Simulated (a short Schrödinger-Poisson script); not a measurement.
System: MOS inversion layer, Si3N4 on p-type Si(111), at 300 K.

```csv
layer,material,thickness (nm),Na (cm⁻³)
1,Si3N4,2.1,-
2,Si,940,2.1e17
```

Constants are typed, rounded textbook-type inputs, not results; the design itself was drawn at random and stands for no fabricated device. Si3N4: permittivity 7.5, conduction-band edge (eV) 1.95, gap (eV) 5.1, electron mass (mₑ) 0.5. Si: permittivity 11.7, conduction-band edge (eV) 0, gap (eV) 1.124, Nv at 300 K (cm⁻³) 3.1e19.

Channel valleys (confinement mass, in-plane density-of-states mass, number): Δ6 0.258, 0.358, 6. At the gate the conduction-band edge of layer 1 lies 2.29 eV − eVg above the Fermi level of the channel; the field vanishes at the back. Gaps are held at their typed values at every temperature. Mesh 0.03 nm at interfaces.

From a short Schrödinger-Poisson script (our own, NumPy): 1D Poisson equation in equilibrium, electrons quantum, Hartree (BenDaniel-Duke, 12 states a valley, the channel's in-plane mass for all, wave functions free to enter the dielectric), parabolic valleys, classical holes, full ionisation, no traps, pinning or gate leakage.

Only gate voltages with over 1e8 electrons/cm² are shown.

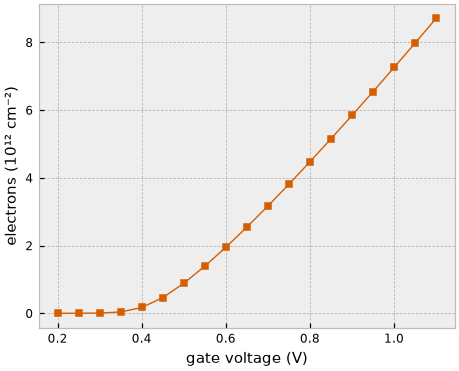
Sheet density against gate voltage

```tsv
Vg (V)	electrons (cm⁻²)	C (μF/cm²)	Δ6 E0 (meV)	Δ6 E1 (meV)
0.2	2.25e8	0.146	300.4	370.1
0.25	1.32e9	0.148	254.5	325.8
0.3	7.68e9	0.177	208.8	281.7
0.35	4.16e10	0.333	165.1	239.5
0.4	1.73e11	0.756	128.1	204.4
0.45	4.64e11	1.23	102.2	181.1
0.5	8.87e11	1.54	85.1	166.8
0.55	1.39e12	1.73	73.1	157.7
0.6	1.95e12	1.86	63.9	151.5
0.65	2.55e12	1.96	56.6	147.1
0.7	3.17e12	2.04	50.5	143.8
0.75	3.81e12	2.10	45.3	141.4
0.8	4.48e12	2.15	40.7	139.5
0.85	5.15e12	2.19	36.7	138.0
0.9	5.84e12	2.23	33.0	136.9
0.95	6.55e12	2.27	29.6	136.0
1	7.26e12	2.30	26.4	135.3
1.05	7.98e12	2.32	23.5	134.8
1.1	8.71e12	2.35	20.8	134.4
```

Subbands count from the Fermi level.
